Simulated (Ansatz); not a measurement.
CCl$_{3}$NSi (Si(CN)Cl3)

Input file:

```
crystal:
  periodic: [false, false, false]
  atoms:
    - {symbol: Si, position_ang: [-0.006528, -0.002973, -0.490560]}
    - {symbol: C, position_ang: [0.019350, 0.008024, 1.348624]}
    - {symbol: N, position_ang: [0.033806, 0.014573, 2.507553]}
    - {symbol: Cl, position_ang: [1.913465, -0.001031, -1.149399]}
    - {symbol: Cl, position_ang: [-0.984635, 1.661375, -1.117915]}
    - {symbol: Cl, position_ang: [-0.975458, -1.679979, -1.098292]}
basis:
  gaussian: {orbitals: def2-TZVP, initial_orbitals: start.molden}
hamiltonian: {xc: pbe0, dispersion: d4}
scf: {omitted_lower_state_checks: [starts]}
output: {orbitals: {seedname: orbitals}}
```

Launched as:

```sh
ansatz run in.yaml --threads 2 --pin off --events-out ev --progress --plain --max-ram 32768MiB --backend cpu
```

Geometry: PBE0-D4/def2-SVP.

These are results of RKS PBE0-D4/def2-TZVP (Ansatz 0.2.0), not measurements.

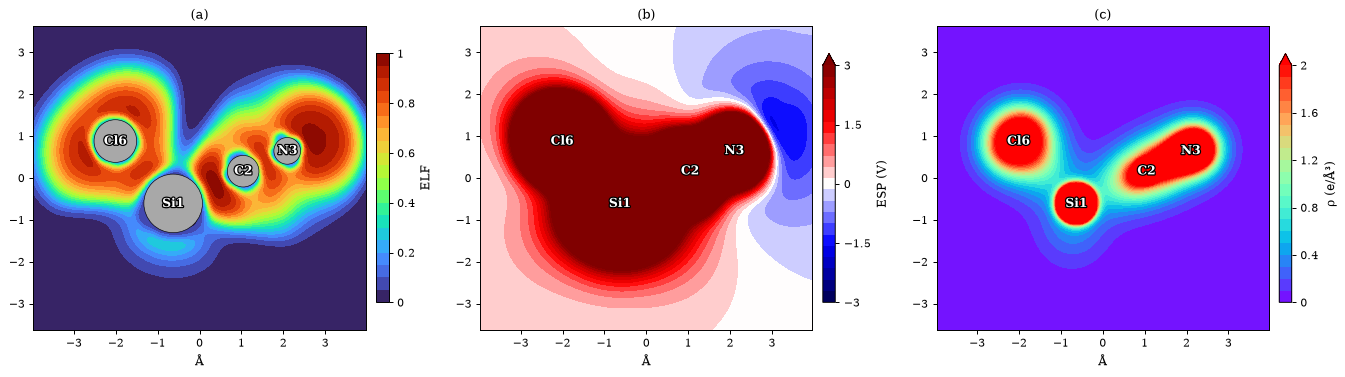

Figure 1. (a) electron localisation function; (b) molecular electrostatic potential; (c) total electron density on the plane of atoms C2, Si1 and Cl6. Grey discs cover the atomic cores in the ELF map.

Interpret the plot.

Answer. Atoms in the plane: Si, C, N and Cl.
C–N (1.16 Å): the density is about 3.7 e/Å³ at the midpoint; the ELF peaks at about 0.90 between the atoms: a short, multiple covalent bond.
C–Si (1.84 Å): ρ is about 0.98 e/Å³ halfway; the ELF peaks at about 1 between the atoms, as expected for localised, covalent bonding.
Si–Cl (2.03 Å): ρ at the midpoint is about 0.96 e/Å³; the ELF peaks at about 0.85 between the atoms; a polar covalent bond.
The ELF also peaks beside Cl6 and N3, away from the bonds: lone-pair regions.
Outside the dense part of the molecule the potential is most negative (−1.6 V) near N3.

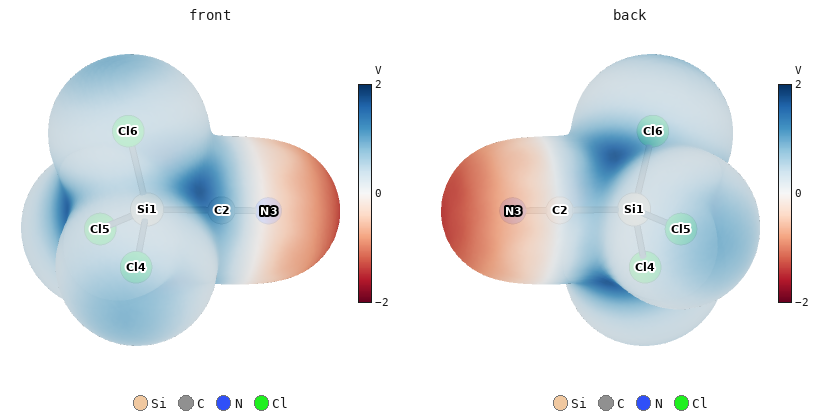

Figure 2. The electrostatic potential painted on the density surface at 0.002 e/bohr³, seen from the front and from behind; the colour scale runs from red (negative) to blue (positive).

Which sites attract a positive test charge, and which a negative one?

Answer. A positive charge is drawn to the negative regions and a negative charge to the positive ones. The most negative region (about −1.3 V) lies over N3, the most positive (about +1.6 V) over Si1. Cl4 shows a σ-hole: about +0.9 V at the tip opposite its bond, against about +0.3 V on its flanks. Cl5 shows a σ-hole: about +0.9 V at the tip opposite its bond, against about +0.3 V on its flanks. Cl6 shows a σ-hole: about +0.9 V at the tip opposite its bond, against about +0.3 V on its flanks. N3 is the likeliest acceptor of a hydrogen bond.

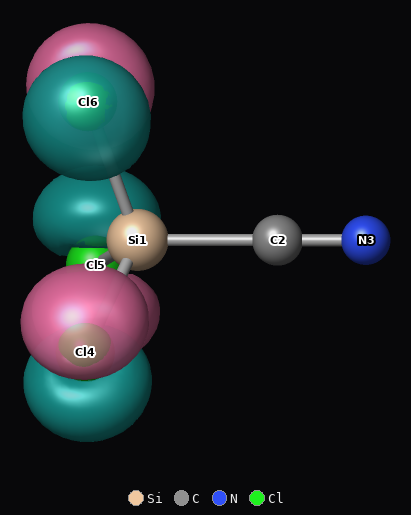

Figure 3. One frontier orbital at ±0.15 Å⁻³ᐟ² (teal and pink are the two phases), seen across its widest extent.

Which orbital is it: HOMO or LUMO?

Answer. The HOMO, at −9.92 eV. Its weight (Hirshfeld) is mainly on Cl4 (about 30 %), Cl5 (about 30 %) and Cl6 (about 30 %); largely a combination of lone pairs on Cl4, Cl5 and Cl6.
